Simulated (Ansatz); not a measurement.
BNH5F3: several calculations on one system

Part 1: Relaxation

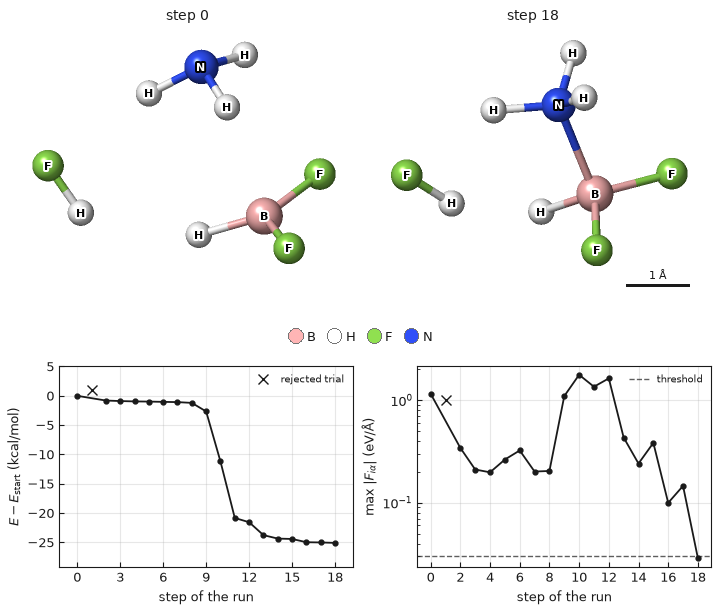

First and last geometry of a relaxation of BNH$_{5}$F$_{3}$, with the history of the run. The picture is a ball-and-stick view, seen at a tilt.

The run prepares an end point of a later path (reaction) calculation, from a guessed geometry.

The calculation used Ansatz, RKS PBE/6-31G*. Set-up: no spin polarisation; force threshold 0.03 eV/Å; at most 50 steps.

### Read the history and describe the run.

It converged. The energy falls by 25.1 kcal/mol in 17 accepted moves (18 points after the start). The largest force component goes from 1.2 to 0.029 eV/Å. The line search rejected the trial step at point 1 of the run. The N atom moves most after the best rigid fit: 0.74 Å. By element the largest moves are N 0.74 Å, F 0.59 Å, H 0.46 Å, B 0.45 Å. Near-neighbour distances that change, for instance: B–N 2.847 → 1.675 Å, B–H 1.175 → 1.251 Å, F–H 0.922 → 0.969 Å, B–F 1.333 → 1.380 Å. New bonds form, among them: B–N (2.85 → 1.68 Å). Among the angles between lasting bonds that change: H–B–F 120.0° → 112.5°, H–B–F 120.3° → 113.4°, F–B–F 118.8° → 115.4°. The run took 21 s on 2 threads of Intel(R) Xeon(R) 6975P-C (Granite Rapids) (shared host), peak memory 0.13 GiB.

Part 2: Relaxation

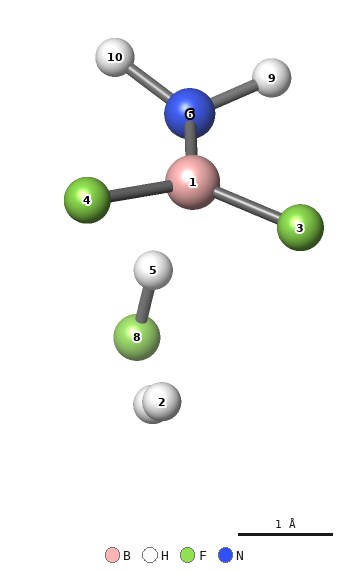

This is the input geometry for a relaxation of BNH5F3. Style: ball-and-stick. Shown from a free direction.

The run prepares an end point of a later path (reaction) calculation, from a guessed geometry.

Theory: RKS PBE/6-31G* (Ansatz 0.2.0).

The input:
```yaml
crystal:
  periodic: [false, false, false]
  atoms:
    - { symbol: B, position_ang: [-1.001661, -0.409973, -0.636852] }
    - { symbol: H, position_ang: [0.908326, 0.901879, -1.454544] }
    - { symbol: F, position_ang: [-0.567935, -1.271959, -1.561029] }
    - { symbol: F, position_ang: [-1.702981, 0.663501, -1.010897] }
    - { symbol: H, position_ang: [1.30994, 0.48573, 1.082283] }
    - { symbol: "N", position_ang: [-0.689665, -0.636188, 0.800742] }
    - { symbol: H, position_ang: [1.335697, 1.03033, -0.920502] }
    - { symbol: F, position_ang: [2.09709, 0.969392, 1.124094] }
    - { symbol: H, position_ang: [-0.425297, -1.577257, 1.08526] }
    - { symbol: H, position_ang: [-1.263414, -0.155555, 1.491345] }
basis:
  gaussian: { orbitals: "6-31G*" }
hamiltonian:
  xc: pbe
relax:
  f_tol: 0.03
  max_steps: 50
```

Launched with:
```bash
ansatz run input.yaml --threads 2 --pin off --max-ram 3072MiB --backend cpu --events-out ev --progress --plain --runs-dir out
```

Predict the outcome.

Answer. After 31 accepted moves (32 points after the start) the energy has fallen by 38.5 kJ/mol. The largest force component goes from 1.9 to 0.03 eV/Å. The line search rejected the trial step at point 17 of the run. The forces were under the threshold at step 6, but the run went on from there. H2 moves most after the best rigid fit: 2.12 Å. Largest moves by element: H 2.12 Å, F 1.76 Å, B 0.51 Å, N 0.15 Å. Among the contacts that change: H2–H7 0.696 → 0.753 Å, B1–N6 1.488 → 1.438 Å, H5–F8 0.925 → 0.968 Å.

Final geometry:

```xyz
10

B    -1.3101   -0.1216   -0.3546
H     2.7181   -0.1372   -1.0625
F    -0.9354   -0.3513   -1.6133
F    -2.3827    0.6341   -0.1108
H     0.4241    0.8195    0.6848
N    -0.5597   -0.6794    0.7373
H     2.2366    0.3638   -0.7724
F     0.7102    1.6532    0.2836
H     0.0927   -1.4401    0.5503
H    -0.9936   -0.7411    1.6575
```

After the run, drawn alike:

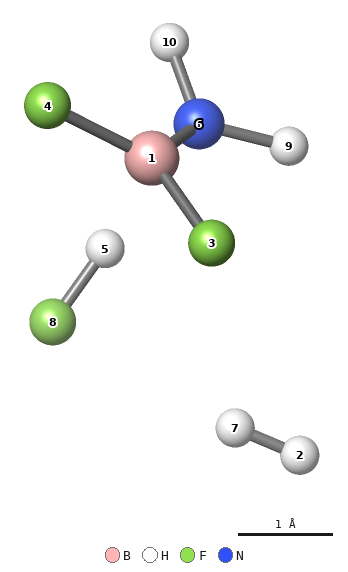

Part 3: Path

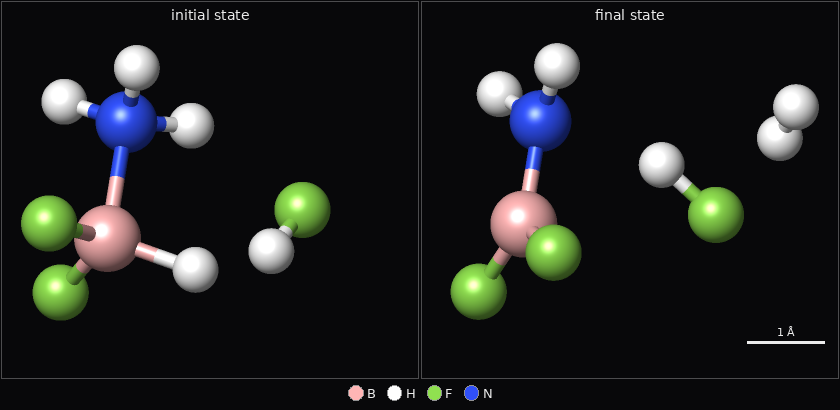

The two relaxed end points of a path for BNH5F3. Style: ball-and-stick. Shown at a tilt.

Theory: RKS PBE/6-31G* (Ansatz 0.2.0).

Set-up: 9 movable images; climbing image; force threshold 0.03 eV/Å; iteration limit 60.

Start:
```xyz
10

B    -0.4973   -0.1139   -0.8435
H     0.6599    0.1223   -1.2559
F    -1.0401   -1.2456   -1.4160
F    -1.3153    0.9994   -0.8386
H     0.4378    0.1645    1.1550
N    -0.2896   -0.4756    0.7791
H     1.4514    1.0205   -0.3253
F     1.7580    1.3073    0.5486
H     0.0101   -1.4491    0.9147
H    -1.1748   -0.3299    1.2818
```

End:
```xyz
10

B    -1.3004   -0.0522   -0.4041
H     2.7422   -0.3703   -0.9376
F    -0.8928   -0.3691   -1.6333
F    -2.3276    0.7842   -0.2426
H     0.4517    0.8230    0.6627
N    -0.6334   -0.6028    0.7441
H     2.2850    0.1755   -0.6924
F     0.8096    1.6147    0.2349
H    -0.0277   -1.4136    0.6215
H    -1.1065   -0.5894    1.6468
```

What barrier does the band find between them, and by what path?

Answer. The energy climbs by 80.1 kJ/mol to image 2 and then falls by 84.8 kJ/mol, so the end point sits at −4.7 kJ/mol. Breaking: B1–H2 (1.25 → 1.52 at the top → 4.09 Å), H5–N6 (1.04 → 1.29 at the top → 1.79 Å), H7–F8 (0.97 → 1.39 at the top → 2.26 Å). Forming: H2–H7 (1.52 → 0.87 at the top → 0.75 Å), H5–F8 (1.85 → 1.16 at the top → 0.97 Å). The band is converged. At the top, the vibrational analysis gives one imaginary mode (978i cm⁻¹), as a transition state must have.

Energies of the converged images:

```csv
image,path (Å),E (kJ/mol)
0,0.00,0.0
1,0.64,3.8
2,1.28,80.1
3,1.94,25.9
4,2.60,5.3
5,3.25,2.2
6,3.91,0.2
7,4.56,-1.9
8,5.22,-3.4
9,5.87,-4.3
10,6.53,-4.7
```

The geometry at the top of the path:

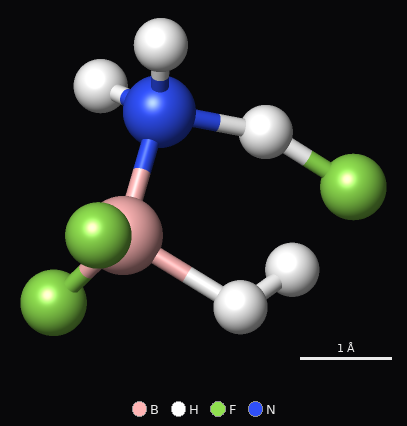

Cost: 3 min on 2 threads of Intel(R) Xeon(R) 6975P-C (Granite Rapids) (shared host), peak memory 0.14 GiB.
